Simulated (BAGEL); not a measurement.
# One shape, several levels: singlet CH4ClGe+

Aim: a comparison of 6 runs (HF/STO-3G, HF/3-21G, HF/6-31G*, B3LYP/6-31G*, B3LYP/def2-SVP, RI-MP2/def2-SVP) of singlet CH4ClGe+. 

The results are computed with BAGEL 1.2.2.

1 further run of the same task is left out (set aside as unsound or not needed). Runs told in other sessions of the task aren't counted.

## 1. The structure to begin with

CH4ClGe+ has 7 atoms, charge +1, and is taken as a singlet. SMILES of the parent species: `[CH3][GeH][Cl]`. The coordinates come from a PBE0-D4/def2-TZVP relaxation. That shape belongs to the parent species and isn't relaxed for this state.

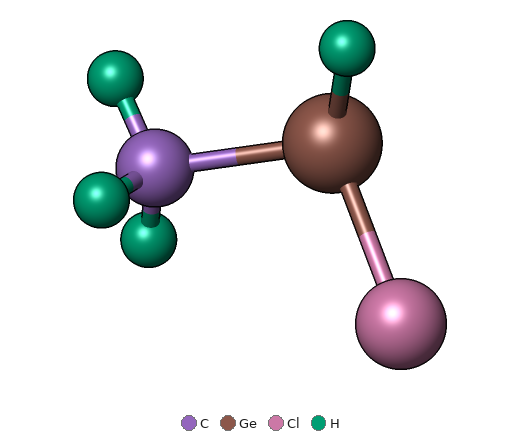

Viewed from a chosen angle; carbon purple, germanium brown, chlorine pink, hydrogen teal.

## 2. The energy at HF/STO-3G (density fitting with qzvpp-jkfit) (run 1)

The input, hf.json:

```json
{ "bagel" : [

{
  "title" : "molecule",
  "basis" : "sto-3g",
  "df_basis" : "qzvpp-jkfit",
  "angstrom" : "true",
  "geometry" : [
    { "atom" : "C", "xyz" : [   -0.733100,    0.438400,   -0.261900 ] },
    { "atom" : "Ge", "xyz" : [    0.705400,   -0.885500,   -0.183100 ] },
    { "atom" : "Cl", "xyz" : [    1.017000,   -1.361700,    1.909500 ] },
    { "atom" : "H", "xyz" : [   -0.433400,    1.314500,    0.317300 ] },
    { "atom" : "H", "xyz" : [   -1.646200,    0.021400,    0.160800 ] },
    { "atom" : "H", "xyz" : [   -0.909900,    0.729400,   -1.298200 ] },
    { "atom" : "H", "xyz" : [    2.061400,   -0.324500,   -0.690100 ] }
  ]
},
{ "title" : "hf", "charge" : 1 },
{ "title" : "print", "file" : "orbitals.molden", "orbitals" : "true" }

]}
```

Launch:

```console
BAGEL_NUM_THREADS=1 BAGEL hf.json > hf.out
```

Log:

```text
* using 1 threads per process

  ===============================================================
  ===============================================================

  *** Geometry ***

  { "atom" : "C", "xyz" : [     -1.385358,      0.828456,     -0.494919 ] },
  { "atom" : "Ge", "xyz" : [      1.333013,     -1.673352,     -0.346009 ] },
  { "atom" : "Cl", "xyz" : [      1.921851,     -2.573240,      3.608432 ] },
  { "atom" : "H", "xyz" : [     -0.819007,      2.484045,      0.599610 ] },
  { "atom" : "H", "xyz" : [     -3.110867,      0.040440,      0.303868 ] },
  { "atom" : "H", "xyz" : [     -1.719462,      1.378366,     -2.453242 ] },
  { "atom" : "H", "xyz" : [      3.895481,     -0.613216,     -1.304100 ] },

  Number of auxiliary basis functions:      541

  Since a DF basis is specified, we compute 2- and 3-index integrals:
    o Being stored without compression. Storage requirement is 0.006 GB

  Number of basis functions:       36
  Number of electrons      :       59

    * METHOD: MOLECULE                             0.16

  *** RHF ***

  === Nuclear Repulsion ===
   253.3597262299

      * DIIS with orbital gradients will be used.

  === RHF iteration (sto-3g) ===
      0      -2545.77796079          0.01013156           0.03
      1      -2545.85489683          0.00252140           0.03
      2      -2545.85892953          0.00069771           0.03
      3      -2545.85943393          0.00017929           0.03
      4      -2545.85947211          0.00007853           0.03
      5      -2545.85948163          0.00002059           0.03
      6      -2545.85948212          0.00000644           0.03
      7      -2545.85948217          0.00000198           0.03
      8      -2545.85948217          0.00000060           0.03
      9      -2545.85948217          0.00000017           0.03
     10      -2545.85948217          0.00000006           0.03
     11      -2545.85948217          0.00000002           0.03
     12      -2545.85948217          0.00000001           0.03
    * SCF iteration converged.

    * Permanent dipole moment:
           (    0.309281,    -0.020035,     1.869951) a.u.

    * METHOD: HF                                   0.46

    * METHOD: PRINT                                0.00

  ===============================================================
```

Wall time 0.95 s (1 thread of Intel Xeon 6975P-C (Granite Rapids), shared host); peak memory 0.081 GiB.

## 3. The energy at HF/3-21G (density fitting with qzvpp-jkfit) (run 2)

The input, hf.json:

```json
{ "bagel" : [

{
  "title" : "molecule",
  "basis" : "3-21g",
  "df_basis" : "qzvpp-jkfit",
  "angstrom" : true,
  "geometry" : [
    { "atom" : "C", "xyz" : [      -0.733100,       0.438400,      -0.261900 ] },
    { "atom" : "Ge", "xyz" : [       0.705400,      -0.885500,      -0.183100 ] },
    { "atom" : "Cl", "xyz" : [       1.017000,      -1.361700,       1.909500 ] },
    { "atom" : "H", "xyz" : [      -0.433400,       1.314500,       0.317300 ] },
    { "atom" : "H", "xyz" : [      -1.646200,       0.021400,       0.160800 ] },
    { "atom" : "H", "xyz" : [      -0.909900,       0.729400,      -1.298200 ] },
    { "atom" : "H", "xyz" : [       2.061400,      -0.324500,      -0.690100 ] }
  ]
},

{
  "title" : "hf",
  "charge" : 1
},

{
  "title" : "print",
  "file" : "orbitals.molden",
  "orbitals" : true
}

]}
```

Launch:

```console
BAGEL_NUM_THREADS=1 BAGEL hf.json > hf.out
```

Log:

```text
* using 1 threads per process

  ===============================================================
  ===============================================================

  *** Geometry ***

  { "atom" : "C", "xyz" : [     -1.385358,      0.828456,     -0.494919 ] },
  { "atom" : "Ge", "xyz" : [      1.333013,     -1.673352,     -0.346009 ] },
  { "atom" : "Cl", "xyz" : [      1.921851,     -2.573240,      3.608432 ] },
  { "atom" : "H", "xyz" : [     -0.819007,      2.484045,      0.599610 ] },
  { "atom" : "H", "xyz" : [     -3.110867,      0.040440,      0.303868 ] },
  { "atom" : "H", "xyz" : [     -1.719462,      1.378366,     -2.453242 ] },
  { "atom" : "H", "xyz" : [      3.895481,     -0.613216,     -1.304100 ] },

  Number of auxiliary basis functions:      541

  Since a DF basis is specified, we compute 2- and 3-index integrals:
    o Being stored without compression. Storage requirement is 0.012 GB

  Number of basis functions:       52
  Number of electrons      :       59

    * METHOD: MOLECULE                             0.16

  *** RHF ***

  === Nuclear Repulsion ===
   253.3597262299

      * DIIS with orbital gradients will be used.

  === RHF iteration (3-21g) ===
      0      -2562.22598802          0.01458399           0.05
      1      -2562.31456355          0.00595981           0.04
      2      -2562.32850750          0.00130781           0.04
      3      -2562.32948878          0.00030705           0.04
      4      -2562.32957017          0.00014989           0.04
      5      -2562.32958644          0.00004951           0.04
      6      -2562.32958929          0.00001624           0.04
      7      -2562.32958966          0.00000464           0.04
      8      -2562.32958969          0.00000160           0.04
      9      -2562.32958969          0.00000054           0.04
     10      -2562.32958969          0.00000021           0.04
     11      -2562.32958969          0.00000009           0.04
     12      -2562.32958969          0.00000002           0.04
     13      -2562.32958969          0.00000001           0.04
    * SCF iteration converged.

    * Permanent dipole moment:
           (    0.491538,    -0.216307,     1.994527) a.u.

    * METHOD: HF                                   0.74

    * METHOD: PRINT                                0.00

  ===============================================================
```

Wall time 1.2 s (1 thread of Intel Xeon 6975P-C (Granite Rapids), shared host); peak memory 0.098 GiB.

Runs 3 to 5 aren't shown in full; the table further down has their settings and results.

## 4. A single-point energy at RI-MP2/def2-SVP (density fitting with qzvpp-jkfit) (run 6)

The input, job.json:

```json
{ "bagel" : [

{
  "title" : "molecule",
  "basis" : "svp",
  "df_basis" : "qzvpp-jkfit",
  "angstrom" : "true",
  "geometry" : [
    { "atom" : "C", "xyz" : [      -0.733100,       0.438400,      -0.261900 ] },
    { "atom" : "Ge", "xyz" : [       0.705400,      -0.885500,      -0.183100 ] },
    { "atom" : "Cl", "xyz" : [       1.017000,      -1.361700,       1.909500 ] },
    { "atom" : "H", "xyz" : [      -0.433400,       1.314500,       0.317300 ] },
    { "atom" : "H", "xyz" : [      -1.646200,       0.021400,       0.160800 ] },
    { "atom" : "H", "xyz" : [      -0.909900,       0.729400,      -1.298200 ] },
    { "atom" : "H", "xyz" : [       2.061400,      -0.324500,      -0.690100 ] }
  ]
},

{
  "title" : "hf",
  "charge" : 1
},

{
  "title" : "mp2",
  "charge" : 1,
  "ncore" : 15
}

]}
```

Launch:

```console
BAGEL_NUM_THREADS=1 BAGEL job.json > job.out
```

Log:

```text
* using 1 threads per process

  ===============================================================
  ===============================================================

  *** Geometry ***

  { "atom" : "C", "xyz" : [     -1.385358,      0.828456,     -0.494919 ] },
  { "atom" : "Ge", "xyz" : [      1.333013,     -1.673352,     -0.346009 ] },
  { "atom" : "Cl", "xyz" : [      1.921851,     -2.573240,      3.608432 ] },
  { "atom" : "H", "xyz" : [     -0.819007,      2.484045,      0.599610 ] },
  { "atom" : "H", "xyz" : [     -3.110867,      0.040440,      0.303868 ] },
  { "atom" : "H", "xyz" : [     -1.719462,      1.378366,     -2.453242 ] },
  { "atom" : "H", "xyz" : [      3.895481,     -0.613216,     -1.304100 ] },

  Number of auxiliary basis functions:      541

  Since a DF basis is specified, we compute 2- and 3-index integrals:
    o Being stored without compression. Storage requirement is 0.031 GB

  Number of basis functions:       84
  Number of electrons      :       59

    * METHOD: MOLECULE                             0.21

  *** RHF ***

  === Nuclear Repulsion ===
   253.3597262299

      * DIIS with orbital gradients will be used.

  === RHF iteration (svp) ===
      0      -2574.21610637          0.01317926           0.10
      1      -2574.31636693          0.00705951           0.08
      2      -2574.34058556          0.00130502           0.08
      3      -2574.34214016          0.00050737           0.08
      4      -2574.34231966          0.00014775           0.08
      5      -2574.34235691          0.00005294           0.08
      6      -2574.34236293          0.00002116           0.08
      7      -2574.34236389          0.00000705           0.08
      8      -2574.34236402          0.00000306           0.08
      9      -2574.34236405          0.00000098           0.08
     10      -2574.34236405          0.00000040           0.08
     11      -2574.34236405          0.00000014           0.08
     12      -2574.34236405          0.00000006           0.08
     13      -2574.34236405          0.00000002           0.08
     14      -2574.34236405          0.00000001           0.08
    * SCF iteration converged.

    * Permanent dipole moment:
           (    0.443332,    -0.198756,     1.609012) a.u.

    * METHOD: HF                                   1.39

  *** RHF ***

  === Nuclear Repulsion ===
   253.3597262299

      * DIIS with orbital gradients will be used.

  === RHF iteration (svp) ===
      0      -2574.34236405          0.00000000           0.08
    * SCF iteration converged.

    * Permanent dipole moment:
           (    0.443332,    -0.198757,     1.609012) a.u.

  === DF-MP2 calculation ===

    * freezing 15 orbitals
    * 3-index integral transformation done
    * assembly done

      MP2 correlation energy:   -0.4905919707      0.03

      MP2 total energy:       -2574.8329560219

    * METHOD: MP2                                  0.20

  ===============================================================
```

It took 2.1 s on 1 thread of Intel Xeon 6975P-C (Granite Rapids), shared host; peak memory 0.14 GiB.

## 5. The series

```csv
run,level,frozen core orbitals,energy (Eh),HOMO energy (eV),LUMO energy (eV),HOMO–LUMO gap (eV),wall time
1,HF/STO-3G (density fitting with qzvpp-jkfit),–,-2545.859482,-16.45,-5.88,10.57,0.95 s
2,HF/3-21G (density fitting with qzvpp-jkfit),–,-2562.329590,-17.63,-7.62,10.01,1.2 s
3,"HF/6-31G* (density fitting with qzvpp-jkfit, spherical functions)",–,-2574.465305,-17.53,-7.36,10.17,1.9 s
4,"B3LYP/6-31G* (density fitting with qzvpp-jkfit, spherical functions)",–,-2577.169308,-14.24,-10.77,3.47,11 s
5,B3LYP/def2-SVP (density fitting with qzvpp-jkfit),–,-2577.040392,-14.23,-10.74,3.49,8.7 s
6,RI-MP2/def2-SVP (density fitting with qzvpp-jkfit),15,-2574.832956,–,–,–,2.1 s
```

## 6. What came out

```
                                           quantity           value
                                run 6: total energy  -2574.83296 Eh
run 6: correlation energy (15 core orbitals frozen)      -490.6 mEh
```

In words: Over runs 1, 2, 3, 4, 5 the HOMO–LUMO gap runs from 3.47 eV (B3LYP/6-31G*) to 10.57 eV (HF/STO-3G). The two ends differ in method and basis. In run 1 the basis is minimal, so the values are rough. All runs together took 26 s, the longest 11 s.
